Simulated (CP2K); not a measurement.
# C3H8BN (SMILES B/C=C(\C)N) at GFN2-xTB

What is the vertical ionisation energy of C3H8BN at GFN2-xTB? 

The calculation is run with CP2K 2026.2.

3 further runs of the same task are left out: 1 that didn't finish, 2 set aside as unsound or not needed.

### 1 The molecule

The species is C3H8BN (13 atoms), meant as a singlet with charge 0. As SMILES, `B/C=C(\C)N`. The shape comes from a force field and isn't a relaxed structure. This is one conformer, not always the lowest.

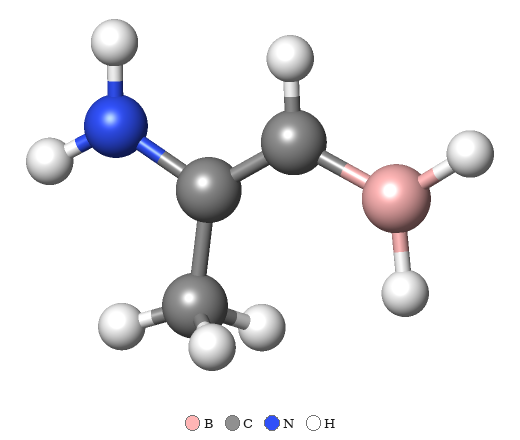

Viewed from a chosen angle; boron pink, carbon grey, nitrogen blue, hydrogen white.

### 2 Energy and forces at GFN2-xTB

Contents of job.inp:

```
&GLOBAL
  PROJECT job
  RUN_TYPE ENERGY_FORCE
  PRINT_LEVEL MEDIUM
&END GLOBAL

&FORCE_EVAL
  METHOD QUICKSTEP
  &DFT
    &QS
      METHOD XTB
      EPS_DEFAULT 1.0E-10
      &XTB
        GFN_TYPE TBLITE
        &TBLITE
          METHOD GFN2
        &END TBLITE
        CHECK_ATOMIC_CHARGES F
      &END XTB
    &END QS
    &POISSON
      PERIODIC NONE
      POISSON_SOLVER ANALYTIC
    &END POISSON
    &SCF
      SCF_GUESS ATOMIC
      EPS_SCF 1.0E-06
      MAX_SCF 150
      ADDED_MOS 2
      &DIAGONALIZATION
        ALGORITHM STANDARD
      &END DIAGONALIZATION
      &MIXING
        METHOD DIRECT_P_MIXING
        ALPHA 0.4
      &END MIXING
    &END SCF
    &PRINT
      &MOMENTS
        PERIODIC F
        REFERENCE COM
        MAX_MOMENT 1
      &END MOMENTS
      &MO ON
        ENERGIES T
        OCCUPATION_NUMBERS T
        NDIGITS 6
        &EACH
          QS_SCF 0
        &END EACH
        ADD_LAST NUMERIC
      &END MO
      &HIRSHFELD OFF
      &END HIRSHFELD
    &END PRINT
  &END DFT
  &SUBSYS
    &CELL
      ABC 21.6 18.2 19.8
      PERIODIC NONE
    &END CELL
    &COORD
      SCALED T
      B    0.41591204   0.46349725   0.50934343
      C    0.47977778   0.45924451   0.54095455
      C    0.53152315   0.47822802   0.50929293
      C    0.53761574   0.50877747   0.43892929
      N    0.59053241   0.46893132   0.54445455
      H    0.36987963   0.44880495   0.54034848
      H    0.40762963   0.48868407   0.45358586
      H    0.48342593   0.43898626   0.59167677
      H    0.50741667   0.56101374   0.43870707
      H    0.58241667   0.52025000   0.42403030
      H    0.51376852   0.46742582   0.40458586
      H    0.59260185   0.44912363   0.59541414
      H    0.63012037   0.48487088   0.52176263
    &END COORD
  &END SUBSYS
  &PRINT
    &FORCES ON
    &END FORCES
  &END PRINT
&END FORCE_EVAL
```

Started as:

```bash
OMP_NUM_THREADS=1 cp2k.psmp -i job.inp -o job.out
```

The log of the run:

```text
CP2K| version string:                                       CP2K version 2026.2
[...]
 GLOBAL| Method name                                                        CP2K
[...]
 GLOBAL| Run type                                                   ENERGY_FORCE
[...]
                             - Atoms:                                         13
[...]
                             - Spherical basis functions:                     28
[...]
 Number of electrons:                                                         28
[...]
  *** SCF run converged in    16 steps ***
[...]
  Fermi energy:                                                -0.27478712436411
[...]
 TB_DIPOLE| Moment [Debye]          2.75101598       0.30042030      -0.17290764
 TB_DIPOLE| Derivative [a.u.]       0.00000000       0.00000000       0.00000000
[...]
 ENERGY| Total FORCE_EVAL ( QS ) energy [hartree]            -14.603781446160669
 FORCES| Atomic forces [hartree/bohr]
 FORCES|   Atom     x               y               z               |f|
 FORCES|      1 -1.61082401E-02  9.30840114E-03 -6.68188743E-03   1.97678869E-02
 FORCES|      2 -3.01925227E-02 -4.06973087E-03 -1.92990884E-03   3.05266389E-02
 FORCES|      3  8.20624035E-02 -2.46340898E-03  2.30806517E-02   8.52820200E-02
 FORCES|      4 -7.37724820E-02 -4.12201437E-03  1.05106759E-02   7.46313902E-02
 FORCES|      5 -3.99024810E-02 -4.59968159E-03  5.09324057E-03   4.04883460E-02
 FORCES|      6  1.07630320E-02 -4.18770658E-04 -3.84552377E-03   1.14370573E-02
 FORCES|      7  3.37591926E-03 -7.20807523E-03  1.19803260E-02   1.43833720E-02
 FORCES|      8  4.32652117E-03 -2.54575688E-03  6.64859110E-03   8.33087193E-03
 FORCES|      9  2.10404313E-02 -2.50800106E-02 -5.41279053E-03   3.31813951E-02
 FORCES|     10  3.25586257E-02  5.71944815E-03 -9.62488339E-03   3.44298500E-02
 FORCES|     11  1.57191680E-02  2.06683456E-02  1.08333629E-02   2.81360002E-02
 FORCES|     12 -5.03913838E-03  1.65210284E-02 -4.51354903E-02   4.83275261E-02
 FORCES|     13 -4.83123676E-03 -1.70977413E-03  4.48363613E-03   6.80934425E-03
[...]
```

Wall time 1 s (1 thread of Intel Xeon 6975P-C (Granite Rapids), shared host); peak memory 0.19 GiB.

### 3 The doublet cation

Contents of gas.inp:

```
&GLOBAL
 PROJECT gas
 RUN_TYPE ENERGY_FORCE
 PRINT_LEVEL MEDIUM
&END

&FORCE_EVAL
 METHOD Quickstep
 &DFT
  CHARGE 1
  MULTIPLICITY 2
  UNRESTRICTED_KOHN_SHAM T
  &QS
   METHOD XTB
   EPS_DEFAULT 1.0E-10
   &XTB
    GFN_TYPE TBLITE
    &TBLITE
     METHOD GFN2
    &END
    CHECK_ATOMIC_CHARGES F
   &END
  &END
  ! no periodic images
  &POISSON
   PERIODIC NONE
   POISSON_SOLVER ANALYTIC
  &END
  &SCF
   SCF_GUESS ATOMIC
   EPS_SCF 1.0E-06
   MAX_SCF 150
   ADDED_MOS 2
   &DIAGONALIZATION
    ALGORITHM STANDARD
   &END
   &MIXING
    METHOD DIRECT_P_MIXING
    ALPHA 0.4
   &END
   &SMEAR ON
    METHOD FERMI_DIRAC
    ELECTRONIC_TEMPERATURE [K] 300
   &END
  &END
  ! extra output
  &PRINT
   &MOMENTS
    PERIODIC F
    REFERENCE COM
    MAX_MOMENT 1
   &END
   &MO ON
    ENERGIES T
    OCCUPATION_NUMBERS T
    NDIGITS 6
    &EACH
     QS_SCF 0
    &END
    ADD_LAST NUMERIC
   &END
   &HIRSHFELD OFF
   &END
  &END
 &END
 ! structure
 &SUBSYS
  ! vacuum box
  &CELL
   ABC 21.6 18.2 19.8
   PERIODIC NONE
  &END
  &COORD
   SCALED T
   B    0.41591204   0.46349725   0.50934343
   C    0.47977778   0.45924451   0.54095455
   C    0.53152315   0.47822802   0.50929293
   C    0.53761574   0.50877747   0.43892929
   N    0.59053241   0.46893132   0.54445455
   H    0.36987963   0.44880495   0.54034848
   H    0.40762963   0.48868407   0.45358586
   H    0.48342593   0.43898626   0.59167677
   H    0.50741667   0.56101374   0.43870707
   H    0.58241667   0.52025000   0.42403030
   H    0.51376852   0.46742582   0.40458586
   H    0.59260185   0.44912363   0.59541414
   H    0.63012037   0.48487088   0.52176263
  &END
 &END
 &PRINT
  &FORCES ON
  &END
 &END
&END
```

Started as:

```bash
OMP_NUM_THREADS=1 cp2k.psmp gas.inp > gas.out
```

The log of the run:

```text
CP2K| version string:                                       CP2K version 2026.2
[...]
 GLOBAL| Method name                                                        CP2K
[...]
 GLOBAL| Run type                                                   ENERGY_FORCE
[...]
                             - Atoms:                                         13
[...]
                             - Spherical basis functions:                     28
[...]
 Number of electrons:                                                         14
[...]
  *** SCF run converged in    35 steps ***
[...]
  Fermi energy:                                                -0.59327750933197
[...]
 TB_DIPOLE| Moment [Debye]          0.87586955       0.00249011       0.38410485
 TB_DIPOLE| Derivative [a.u.]       0.00000000       0.00000000       0.00000000
[...]
 ENERGY| Total FORCE_EVAL ( QS ) energy [hartree]            -14.126074297264763
 FORCES| Atomic forces [hartree/bohr]
 FORCES|   Atom     x               y               z               |f|
 FORCES|      1 -3.04051841E-02  8.13979620E-03 -1.11029399E-02   3.33767401E-02
 FORCES|      2 -3.73699505E-02 -1.29694624E-02  1.76536215E-02   4.33170926E-02
 FORCES|      3  1.28038709E-01  9.88713274E-03  1.02399413E-03   1.28423966E-01
 FORCES|      4 -7.19249865E-02 -7.66622347E-03  2.04556982E-02   7.51692108E-02
 FORCES|      5 -6.53578027E-02 -1.98917581E-03 -1.00784954E-03   6.53958328E-02
 FORCES|      6  1.08848421E-02  7.33797829E-04 -6.50746491E-03   1.27029660E-02
 FORCES|      7  1.79590176E-03 -7.45892184E-03  1.40762624E-02   1.60312801E-02
 FORCES|      8  2.22064994E-03 -2.50474224E-03  8.59822779E-03   9.22683808E-03
 FORCES|      9  1.92128804E-02 -2.44319941E-02 -5.39259169E-03   3.15457946E-02
 FORCES|     10  3.23893128E-02  6.06808889E-03 -1.02868233E-02   3.45211242E-02
 FORCES|     11  1.37549934E-02  1.98698781E-02  1.02577581E-02   2.62532569E-02
 FORCES|     12 -3.49941632E-03  1.31807040E-02 -3.82243256E-02   4.05841834E-02
 FORCES|     13  2.60050521E-04 -8.58877950E-04  4.56432915E-04   1.00679125E-03
[...]
```

Run time: 1.1 s. Hardware: 1 thread of Intel Xeon 6975P-C (Granite Rapids), shared host; peak memory 0.19 GiB.

### 4 What came out

Level: GFN2-xTB.

```
                                                 quantity         value
                             singlet C3H8BN: total energy  -14.60378 Eh
singlet C3H8BN: dipole moment (from atomic charges alone)        2.77 D
                              singlet C3H8BN: HOMO energy      -9.74 eV
                              singlet C3H8BN: LUMO energy      -6.58 eV
                            singlet C3H8BN: HOMO–LUMO gap       3.16 eV
                 singlet C3H8BN: largest force on an atom    4.385 eV/Å
                             doublet cation: total energy  -14.12607 Eh
       doublet cation: HOMO energy (highest over α and β)     -16.18 eV
        doublet cation: LUMO energy (lowest over α and β)     -16.11 eV
                 doublet cation: largest force on an atom    6.604 eV/Å
       vertical ionisation energy (to the doublet cation)     12.999 eV
```

**Reading.** Removing an electron at fixed nuclei costs 13.00 eV (1254 kJ/mol). The largest force (singlet C3H8BN) is 4.39 eV/Å: the shape isn't a stationary point for this species at this level. No empirical shift is applied, and without it xTB methods put this difference several eV too high. The dipole (singlet C3H8BN) comes from point charges on the atoms alone, without atomic dipoles, so it is partial.
